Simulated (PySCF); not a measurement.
Vertical excitations of a molecule C3H4FNSi from TDA-ωB97X/def2-SVPD (PySCF), as energy in eV (oscillator strength): 3.81 (0.001), 5.27 (0.069), 5.92 (0.011), 7.33 (0.007), 7.44 (0.023), 7.84 (0.021), 7.97 (0.031), 8.06 (0.004), 8.15 (0.026), 8.64 (0.042). Lowest triplet (TDA): 3.16 eV. Geometry optimised at ωB97X-D3(BJ)/def2-SVP. The values are those of a single conformer.

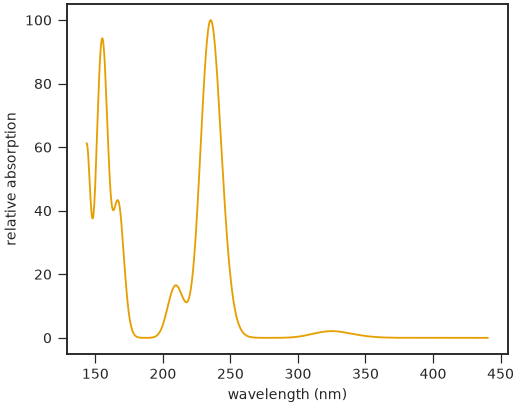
*The lines broadened by 0.4 eV.*

**Question.** Identify the compound among the candidates.
A. N#C/C=C(\F)[SiH3]
B. F[Si@H]1C=CC=N1
C. FC1=CC=N[SiH2]1
D. FC1=CN=C[SiH2]1

**Answer.** B, F[Si@H]1C=CC=N1
